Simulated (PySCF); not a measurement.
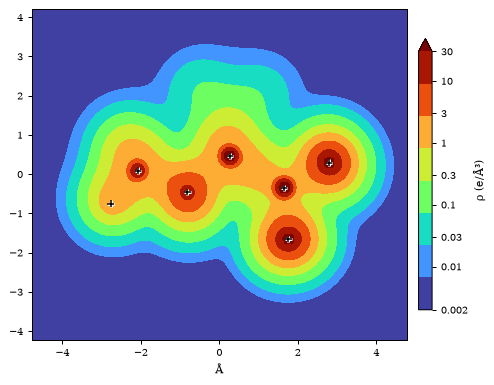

The electron density on a plane through atoms (crosses mark nuclei in the plane).

Theory: PBE0/pcSseg-1, SCF density, gas phase, non-relativistic in PySCF.

Candidates:
A. C3H14Si3 (SMILES CC[Si](C)([SiH3])[SiH3])
B. C3H7BF2O (SMILES CO[C@H](C)B(F)F)
C. C4H7NSi (SMILES C=C1CC=N[SiH2]1)

Q: Which system is this?

A: Candidate B: C3H7BF2O on the plane of atoms C3, B5 and F6, which holds C, O, B, F and H. B–F (1.31 Å): ρ is about 2.3 e/Å³ halfway. C–O (1.41 Å): the density is about 2.1 e/Å³ at the midpoint, with its minimum of 1.8 e/Å³ about 0.5 Å from C.
